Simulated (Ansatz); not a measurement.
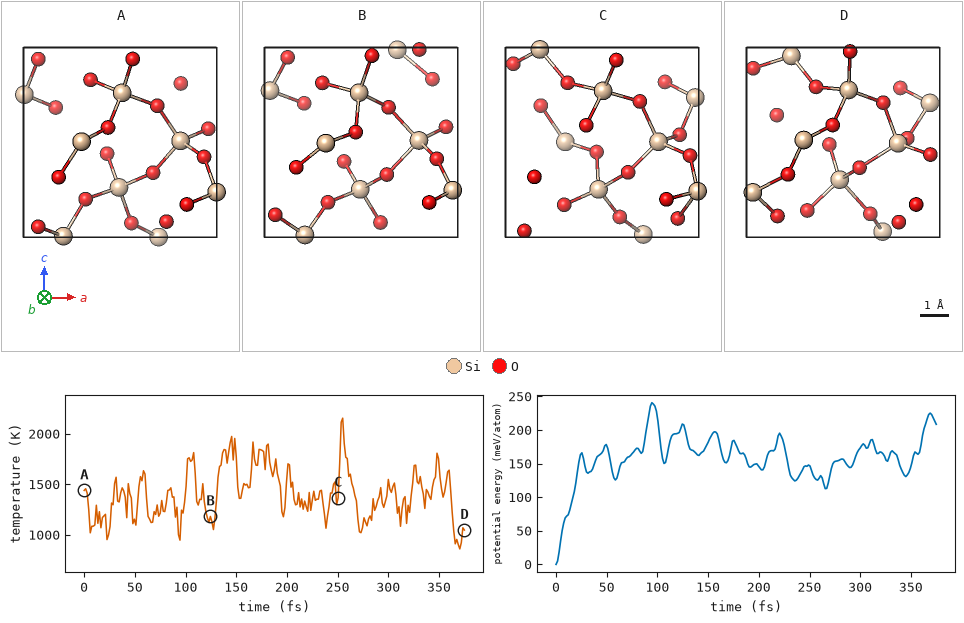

First-principles dynamics of SiO$_{2}$ with an interstitial O (25 atoms in the cell), 375 fs long. Frames (A at 0 fs, B at 124 fs, C at 250 fs, D at 375 fs) and the history of the run. A ball-and-stick model of the simulation cell, seen along the b axis. Atoms that leave the cell re-enter on the other side. Bonds to atoms that aren't drawn are left out.

These are results of Ansatz, DFT LDA, scalar-relativistic, plane waves, PAW, not measurements. Settings: plane-wave cutoff 420 eV; k-point mesh 1 × 1 × 1; Fermi-Dirac smearing 0.02 eV; spin collinear; low-accuracy preset; Langevin thermostat (NVT); set temperature 1500 K; time step 1.5 fs; friction 0.05 per fs.

Q: What do the frames and curves show?

A: In the second half of the run the atoms are, in the root-mean-square, this far from where they began (common drift taken out): O 0.46 Å, Si 0.22 Å. Against the typical shortest distance between atoms in the first frame, about 1.6 Å, the O atoms make wide excursions, while the Si atoms stay at their sites; the run is too short to say whether this is diffusion. Bond changes: one O–Si bond forms at about 230 fs; one O–Si bond breaks at about 261 fs. The mean temperature in the second half is 1383 K (standard deviation 224 K). The potential energy in the second half lies on average 158 meV per atom above the first frame.

Limits of the set-up: the program's low-accuracy preset was used; the periodic images lie only 6.9 Å apart, so the values are limited by the cell's size.

The run took 22 min on 1 thread of Arm Neoverse V1, with other jobs on the host, peak memory 0.5 GiB.

PAW datasets: the set soft_1.
